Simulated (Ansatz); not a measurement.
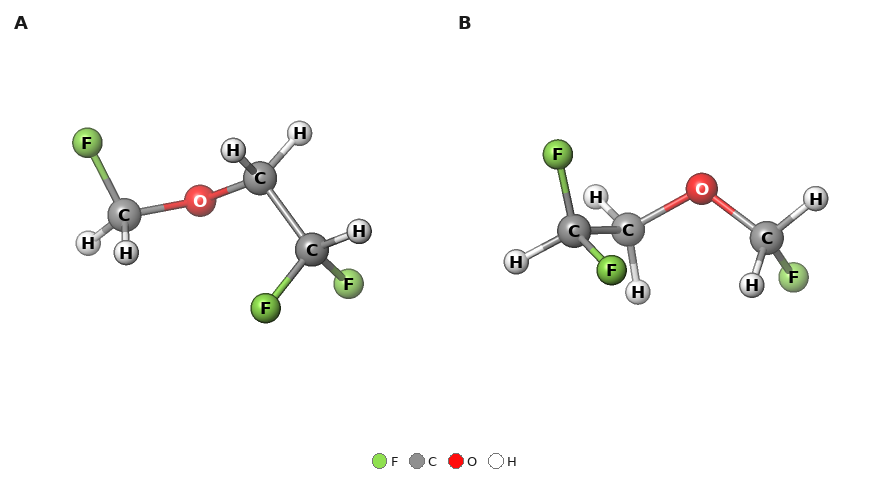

Atoms fade into the background with distance from the viewer. The geometry was computed by an optimisation with PBE0-D4/def2-TZVP.

Question: How are A and B related: the same structure turned, mirror images, conformers, diastereomers or constitutional isomers?

Answer: They are the same structure, C3H5F3O (FCOCC(F)F), seen from two directions: a rotation takes one into the other. The geometry is chiral (C1), so its mirror image would differ.
